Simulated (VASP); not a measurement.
# La5Ge3: structure and properties in VASP, part 4 of 6

Aim: relax La5Ge3, then compute properties on the relaxed cell. Left out of this account: 1 further run (relaxation: it shows nothing beyond the runs told). The start is a computed cell from the Materials Project.

VASP 6.6.1; PBEsol; plane waves and PAW (La, Ge_d).

So far. Step 4 (Single point with fields (PBEsol)): In this run the pressure is 0.02 GPa, small enough to go on. Step 6 (Total and projected DOS (PBEsol)): The finer mesh and the other smearing move the Fermi level by +0.02 eV from the 3×3×4 run, a small shift, which tests the Fermi level alone. Of the states within 0.3 eV of the Fermi level, the largest shares in the PAW spheres are La d 33 % and La f 5 %. The rest lies in smaller channels or between the spheres.

### 7. Optical spectrum (PBEsol)

LOPTICS sums transitions from filled to empty bands. NBANDS is raised for it.

Input file INCAR:

```
SYSTEM = La5Ge3
PREC = Accurate
ENCUT = 410
EDIFF = 1E-06
NELM = 100
ISMEAR = 1
SIGMA = 0.2
LREAL = .FALSE.
ALGO = Normal
GGA = PS
NBANDS = 225
LASPH = .TRUE.
LORBIT = 11
LWAVE = .FALSE.
LCHARG = .FALSE.
KPAR = 8
LOPTICS = .TRUE.
NEDOS = 1500
CSHIFT = 0.1
```

Input file POSCAR:

```
La5Ge3
1.0
    8.9337803919      0.0000000000      0.0000000000
   -4.4668901959      7.7368807713      0.0000000000
    0.0000000000      0.0000000000      6.7174537308
La Ge
10 6
Direct
    0.6666666700      0.3333333300      0.0000000000
    0.3333333300      0.6666666700      0.0000000000
    0.3333333300      0.6666666700      0.5000000000
    0.6666666700      0.3333333300      0.5000000000
    0.7467885728      0.7467885728      0.7500000000
    0.2532114272      0.0000000000      0.7500000000
    0.0000000000      0.2532114272      0.7500000000
    0.2532114272      0.2532114272      0.2500000000
    0.7467885728      0.0000000000      0.2500000000
    0.0000000000      0.7467885728      0.2500000000
    0.3891162677      0.3891162677      0.7500000000
    0.6108837323      0.0000000000      0.7500000000
    0.0000000000      0.6108837323      0.7500000000
    0.6108837323      0.6108837323      0.2500000000
    0.3891162677      0.0000000000      0.2500000000
    0.0000000000      0.3891162677      0.2500000000
```

Input file KPOINTS:

```
Automatic mesh
0
Gamma
5 5 5
0 0 0
```

The projector-augmented-wave data sets are La and Ge_d (PBE family, release 64).

Launch:

```bash
mpirun -np 8 vasp_std
```

Log:

```text
[banner, memory and clock lines left out]
running    8 mpi-ranks, on    1 nodes
 distrk:  each k-point on    1 cores,    8 groups
 distr:  one band on    1 cores,    1 groups

 POSCAR found type information on POSCAR LaGe
 POSCAR found :  2 types and      16 ions
 [... a notice as in an earlier step ...]

 [... a notice as in an earlier step ...]

 LDA part: xc-table for (Slater+PW92), standard interpolation
 POSCAR, INCAR and KPOINTS ok, starting setup
 FFT: planning ... GRIDC
 FFT: planning ... GRID_SOFT
 FFT: planning ... GRID
 WAVECAR not read
 entering main loop
       N       E                     dE             d eps       ncg     rms          rms(c)
DAV:   1     0.238419859334E+04    0.23842E+04   -0.44636E+04  7430   0.137E+03
DAV:   2     0.784861422333E+03   -0.15993E+04   -0.11272E+04  6934   0.310E+02
DAV:   3     0.481605903220E+02   -0.73670E+03   -0.62875E+03  6750   0.163E+02
DAV:   4    -0.809111006316E+02   -0.12907E+03   -0.11853E+03  7899   0.765E+01
DAV:   5    -0.955564588564E+02   -0.14645E+02   -0.14113E+02 10827   0.260E+01    0.108E+01
DAV:   6    -0.950181652447E+02    0.53829E+00   -0.26068E+01 12940   0.841E+00    0.619E+00
DAV:   7    -0.942911721384E+02    0.72699E+00   -0.44012E+00 10932   0.540E+00    0.370E+00
DAV:   8    -0.942220716556E+02    0.69100E-01   -0.78976E-01 10996   0.198E+00    0.124E+00
DAV:   9    -0.942061414071E+02    0.15930E-01   -0.94772E-02  9612   0.106E+00    0.441E-01
DAV:  10    -0.942053877816E+02    0.75363E-03   -0.19981E-02 10476   0.350E-01    0.128E-01
DAV:  11    -0.942055971652E+02   -0.20938E-03   -0.32143E-03 11420   0.142E-01    0.621E-02
DAV:  12    -0.942056638691E+02   -0.66704E-04   -0.44239E-04 11540   0.488E-02    0.331E-02
DAV:  13    -0.942057022129E+02   -0.38344E-04   -0.14711E-04 12036   0.229E-02    0.148E-02
DAV:  14    -0.942057104633E+02   -0.82504E-05   -0.33799E-05 11924   0.110E-02    0.846E-03
DAV:  15    -0.942057148619E+02   -0.43986E-05   -0.20201E-05  9700   0.760E-03    0.257E-03
DAV:  16    -0.942057150343E+02   -0.17241E-06   -0.24769E-06  8412   0.322E-03
   1 F= -.94205715E+02 E0= -.94188233E+02  d E =-.524460E-01
 optical routines
 imaginary and real dielectric function
 recalculating local potential from charge density
 direction            1
 direction            2
 direction            3
```

The job ended after 10 min (8 MPI ranks of AMD EPYC 7R43, shared host; peak memory 14 GiB).

OUTCAR, selected parts (step 7):

```text
   k-points           NKPTS =     15   k-points in BZ     NKDIM =     15   number of bands    NBANDS=    225

   NELECT =     194.0000    total number of electrons

 E-fermi :   7.6126

 k-point     1 :       0.0000    0.0000    0.0000
  band No.  band energies     occupation
    ...
     97       7.4672      1.93800
     98       7.4741      1.91434
     99       7.6182      0.95306
    100       7.6182      0.95305
    101       7.6594      0.61562
    102       7.8760     -0.06861
    103       7.9463     -0.03988
    104       8.5094     -0.00000
    105       8.7839     -0.00000
    106       8.7839     -0.00000
    ...

  Total        0.2212590      0.2212590      0.1736475      0.0000000      0.0000000      0.0000000
  in kB        0.7634942      0.7634942      0.5992019      0.0000000      0.0000000      0.0000000
  external PRESSURE =       0.7087301 kB  Pullay stress =       0.0000000 kB

 POSITION                                       TOTAL-FORCE (eV/Angst)
 -----------------------------------------------------------------------------------
      4.46689      2.57896      0.00000         0.000000     -0.000000     -0.000000
     -0.00000      5.15792      0.00000         0.000000     -0.000000     -0.000000
     -0.00000      5.15792      3.35873         0.000000     -0.000000     -0.000000
      4.46689      2.57896      3.35873         0.000000     -0.000000     -0.000000
      3.33582      5.77781      5.03809         0.015535      0.026908      0.000000
      2.26214      0.00000      5.03809        -0.031070     -0.000000     -0.000000
     -1.13107      1.95907      5.03809         0.015535     -0.026908      0.000000
      1.13107      1.95907      1.67936        -0.015535     -0.026908     -0.000000
      6.67165      0.00000      1.67936         0.031070     -0.000000      0.000000
     -3.33582      5.77781      1.67936        -0.015535      0.026908     -0.000000
      1.73814      3.01055      5.03809         0.008569      0.014842     -0.000000
      5.45750      0.00000      5.03809        -0.017138     -0.000000     -0.000000
     -2.72875      4.72633      5.03809         0.008569     -0.014842     -0.000000
      2.72875      4.72633      1.67936        -0.008569     -0.014842     -0.000000
      3.47628      0.00000      1.67936         0.017138     -0.000000      0.000000
     -1.73814      3.01055      1.67936        -0.008569      0.014842      0.000000
 -----------------------------------------------------------------------------------
    total drift:                                0.000000     -0.000000      0.000000

  FREE ENERGIE OF THE ION-ELECTRON SYSTEM (eV)
  ---------------------------------------------------
  free  energy   TOTEN  =       -94.2057150343 eV

  energy  without entropy=      -94.1532690691  energy(sigma->0) =      -94.18823305

 plasma frequency squared (from intraband transitions) (eV^2)
  --------------------------------------------------------------------------------------
       4.206       0.000      -0.000
       0.000       4.206       0.000
       0.000       0.000       3.678

[... 8 parts as in an earlier step ...]

[... 8 further parts left out ...]
```

Spin-orbit coupling is off here; with elements this heavy it splits and shifts levels by tenths of an eV or more. These are independent-particle spectra without excitons or local fields, and fine structure depends on the mesh and on CSHIFT. The intraband (Drude) part is not in this spectrum.

This step gave:

```yaml
scf_cycles: 16
bands: 225
free_energy_toten: -94.2057 eV
energy_at_zero_smearing: -94.1882 eV
fermi_energy: 7.613 eV
pressure: 0.07087 GPa
```

The imaginary dielectric function has structure finer than the step of the table below, so its rows give means over 2 eV, whole bins alone (the curve runs from 0 to 25.0 eV). Peaks (eV: height): xx 0.2: 140; zz 0.2: 63.0.

Table of imaginary dielectric function by photon energy; means over each step:

| photon energy (eV) | xx | zz |
| --- | --- | --- |
| 2 | 20.0 | 18.4 |
| 4 | 9.48 | 9.06 |
| 6 | 6.01 | 5.03 |
| 8 | 1.91 | 1.71 |
| 10 | 0.751 | 0.931 |
| 12 | 0.184 | 0.287 |
| 14 | 0.0737 | 0.0987 |
| 16 | 0.993 | 1.10 |
| 18 | 1.49 | 1.69 |
| 20 | 1.56 | 1.70 |
| 22 | 1.18 | 1.12 |

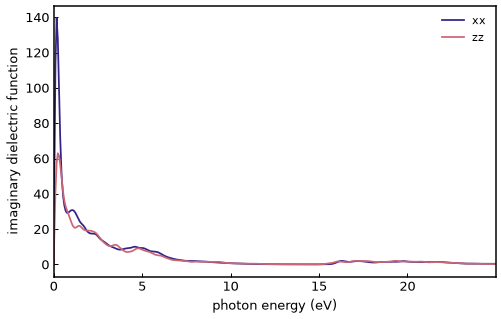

Imaginary dielectric function, plotted against photon energy.

The real dielectric function by photon energy:

| photon energy (eV) | xx | zz |
| --- | --- | --- |
| 0 | 229 | 119 |
| 2 | 1.92 | 4.83 |
| 4 | 0.766 | -1.74 |
| 6 | -4.39 | -3.42 |
| 8 | -2.06 | -1.29 |
| 10 | -1.12 | -0.772 |
| 12 | -0.0426 | 0.0857 |
| 14 | 0.780 | 0.901 |
| 16 | 2.59 | 2.06 |
| 18 | 0.628 | 0.445 |
| 20 | 0.124 | 0.259 |
| 22 | -0.312 | -0.371 |
| 24 | -0.156 | -0.230 |

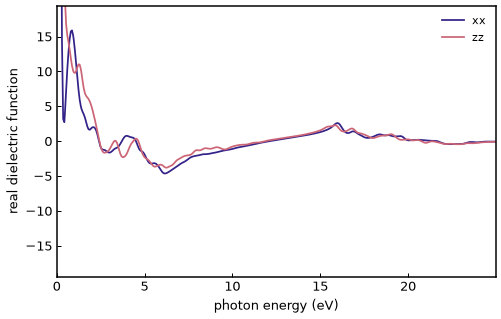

Real dielectric function, plotted against photon energy. Below 1 eV the curve runs off the scale.

### 8. Volume scan with PBEsol, volume scale 0.94

An equation of state needs energies on both sides of the minimum, all on one mesh and cutoff.

Input file INCAR:

```
SYSTEM = La5Ge3
PREC = Accurate
ENCUT = 410
EDIFF = 1E-06
NELM = 100
ISMEAR = 1
SIGMA = 0.2
LREAL = .FALSE.
ALGO = Normal
GGA = PS
NBANDS = 120
LASPH = .TRUE.
LORBIT = 11
LWAVE = .FALSE.
LCHARG = .FALSE.
KPAR = 4
NCORE = 2
ISIF = 2
```

POSCAR: that of step 7 with these lines changed.

```diff
@@ -2,5 +2,5 @@
 1.0
-    8.9337803919      0.0000000000      0.0000000000
-   -4.4668901959      7.7368807713      0.0000000000
-    0.0000000000      0.0000000000      6.7174537308
+    8.7514071702      0.0000000000      0.0000000000
+   -4.3757035851      7.5789409284      0.0000000000
+    0.0000000000      0.0000000000      6.5803243606
 La Ge
```

Input file KPOINTS:

```
Automatic mesh
0
Gamma
3 3 4
0 0 0
```

Launch:

```bash
mpirun -np 8 vasp_std
```

Log:

```text
[... set-up lines as in an earlier step ...]
 entering main loop
       N       E                     dE             d eps       ncg     rms          rms(c)
DAV:   1     0.276483382611E+04    0.27648E+04   -0.59369E+04  2272   0.260E+03
DAV:   2     0.104055817237E+04   -0.17243E+04   -0.16021E+04  2536   0.683E+02
DAV:   3     0.108501075013E+03   -0.93206E+03   -0.91454E+03  3368   0.353E+02
DAV:   4    -0.729710305195E+02   -0.18147E+03   -0.17568E+03  3608   0.179E+02
DAV:   5    -0.922474727066E+02   -0.19276E+02   -0.18622E+02  4048   0.676E+01    0.129E+01
DAV:   6    -0.931161221761E+02   -0.86865E+00   -0.53303E+01  4296   0.267E+01    0.669E+00
DAV:   7    -0.935093946495E+02   -0.39327E+00   -0.15241E+01  4304   0.169E+01    0.389E+00
DAV:   8    -0.937512192771E+02   -0.24182E+00   -0.40087E+00  4048   0.860E+00    0.130E+00
DAV:   9    -0.938097278744E+02   -0.58509E-01   -0.10287E+00  4320   0.449E+00    0.846E-01
DAV:  10    -0.938385994111E+02   -0.28872E-01   -0.31348E-01  4320   0.222E+00    0.533E-01
DAV:  11    -0.938535188017E+02   -0.14919E-01   -0.12746E-01  4320   0.129E+00    0.292E-01
DAV:  12    -0.938607020606E+02   -0.71833E-02   -0.54545E-02  4320   0.793E-01    0.182E-01
DAV:  13    -0.938651986324E+02   -0.44966E-02   -0.37140E-02  4232   0.577E-01    0.767E-02
DAV:  14    -0.938664774156E+02   -0.12788E-02   -0.12461E-02  4320   0.404E-01    0.436E-02
DAV:  15    -0.938671082263E+02   -0.63081E-03   -0.61070E-03  4224   0.236E-01    0.255E-02
DAV:  16    -0.938673770403E+02   -0.26881E-03   -0.31883E-03  4184   0.181E-01    0.162E-02
DAV:  17    -0.938674504587E+02   -0.73418E-04   -0.82939E-04  3408   0.113E-01    0.221E-02
DAV:  18    -0.938675041169E+02   -0.53658E-04   -0.49928E-04  3416   0.614E-02    0.465E-03
DAV:  19    -0.938675203670E+02   -0.16250E-04   -0.15184E-04  3080   0.466E-02    0.265E-03
DAV:  20    -0.938675186742E+02    0.16929E-05   -0.42407E-05  2768   0.241E-02    0.141E-02
DAV:  21    -0.938675290381E+02   -0.10364E-04   -0.10853E-04  3096   0.314E-02    0.882E-03
DAV:  22    -0.938675304208E+02   -0.13827E-05   -0.15027E-05  2688   0.209E-02    0.272E-03
DAV:  23    -0.938675306937E+02   -0.27285E-06   -0.32008E-06  1920   0.824E-03
   1 F= -.93867531E+02 E0= -.93849355E+02  d E =-.545263E-01
```

It took 5.1 min on 8 MPI ranks; peak memory 2.7 GiB; 41 min of CPU time.

OUTCAR, selected parts (step 8):

```text
   ENCUT  =  410.0 eV  30.13 Ry    5.49 a.u.  14.45 14.45 10.86*2*pi/ulx,y,z

   NELECT =     194.0000    total number of electrons

 E-fermi :   8.2194

 k-point     1 :       0.0000    0.0000    0.0000
  band No.  band energies     occupation
    ...
     96       8.0902      1.87955
     97       8.0922      1.87139
     98       8.0922      1.87139
     99       8.1768      1.35202
    100       8.1768      1.35201
    101       8.3998     -0.02346
    102       8.4576     -0.07054
    103       8.5727     -0.03154
    104       9.2273     -0.00000
    105       9.4138     -0.00000
    ...

  Total       12.1788910     12.1788910      7.8447850      0.0000000      0.0000000      0.0000000
  in kB       44.7079353     44.7079353     28.7977074      0.0000000      0.0000000      0.0000000
  external PRESSURE =      39.4045260 kB  Pullay stress =       0.0000000 kB

 POSITION                                       TOTAL-FORCE (eV/Angst)
 -----------------------------------------------------------------------------------
      4.37570      2.52631      0.00000         0.000000     -0.000000     -0.000000
     -0.00000      5.05263      0.00000        -0.000000     -0.000000     -0.000000
     -0.00000      5.05263      3.29016        -0.000000     -0.000000     -0.000000
      4.37570      2.52631      3.29016         0.000000     -0.000000     -0.000000
      3.26773      5.65987      4.93524         0.010149      0.017579      0.000000
      2.21596      0.00000      4.93524        -0.020298     -0.000000     -0.000000
     -1.10798      1.91907      4.93524         0.010149     -0.017579      0.000000
      1.10798      1.91907      1.64508        -0.010149     -0.017579     -0.000000
      6.53545      0.00000      1.64508         0.020298     -0.000000      0.000000
     -3.26773      5.65987      1.64508        -0.010149      0.017579     -0.000000
      1.70266      2.94909      4.93524         0.036625      0.063437      0.000000
      5.34609      0.00000      4.93524        -0.073250     -0.000000      0.000000
     -2.67305      4.62985      4.93524         0.036625     -0.063437     -0.000000
      2.67305      4.62985      1.64508        -0.036625     -0.063437      0.000000
      3.40531      0.00000      1.64508         0.073250     -0.000000      0.000000
     -1.70266      2.94909      1.64508        -0.036625      0.063437     -0.000000
 -----------------------------------------------------------------------------------
    total drift:                                0.000000     -0.000000      0.000000

  FREE ENERGIE OF THE ION-ELECTRON SYSTEM (eV)
  ---------------------------------------------------
  free  energy   TOTEN  =       -93.8675306937 eV

  energy  without entropy=      -93.8130043714  energy(sigma->0) =      -93.84935525

[... 5 parts as in an earlier step ...]

[... 11 further parts left out ...]
```

The scan keeps the cell's shape and the fractional positions fixed.

Numbers from this step:

- SCF cycles: 23
- bands: 120
- irreducible k-points: 9
- free energy (TOTEN): -93.8675 eV
- energy at zero smearing: -93.8494 eV
- Fermi energy: 8.219 eV
- pressure: 3.940 GPa

Force by atom:

| atom | x (eV/Å) | y (eV/Å) | z (eV/Å) | size |
| --- | --- | --- | --- | --- |
| La1 | 0.0000 | 0.0000 | 0.0000 | 0.0000 |
| La2 | 0.0000 | 0.0000 | 0.0000 | 0.0000 |
| La3 | 0.0000 | 0.0000 | 0.0000 | 0.0000 |
| La4 | 0.0000 | 0.0000 | 0.0000 | 0.0000 |
| La5 | 0.0101 | 0.0176 | 0.0000 | 0.0203 |
| La6 | -0.0203 | 0.0000 | 0.0000 | 0.0203 |
| La7 | 0.0101 | -0.0176 | 0.0000 | 0.0203 |
| La8 | -0.0101 | -0.0176 | 0.0000 | 0.0203 |
| La9 | 0.0203 | 0.0000 | 0.0000 | 0.0203 |
| La10 | -0.0101 | 0.0176 | 0.0000 | 0.0203 |
| Ge11 | 0.0366 | 0.0634 | 0.0000 | 0.0733 |
| Ge12 | -0.0732 | 0.0000 | 0.0000 | 0.0732 |
| Ge13 | 0.0366 | -0.0634 | 0.0000 | 0.0733 |
| Ge14 | -0.0366 | -0.0634 | 0.0000 | 0.0733 |
| Ge15 | 0.0732 | 0.0000 | 0.0000 | 0.0732 |
| Ge16 | -0.0366 | 0.0634 | 0.0000 | 0.0733 |

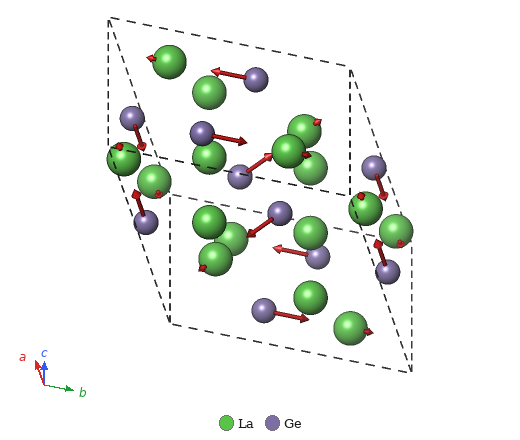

Force as arrows, the longest 0.0733 eV/Å. Some periodic images of atoms are drawn too.

The pressure here is 3.94 GPa.

[end of part 4 of 6]

[Lines on the potential files, build, host, timing and source positions are cut from VASP's logs without a mark.]

[Logs are printed without paths, hosts, clocks, repeated set-up lines and the standing remarks that a program may print on its own settings, such as how far it seeks lower states.]

[Hosts, paths, dates, database ids (printed as entryN), source tags and the programs' standing remarks are cut or masked in the printed files.]

[A measured line is paired with the nearest computed mode of its activity, which favours agreement.]

[In band tables of VASP the shares of atoms and orbitals are scaled to a sum of 1 inside the atoms' spheres.]
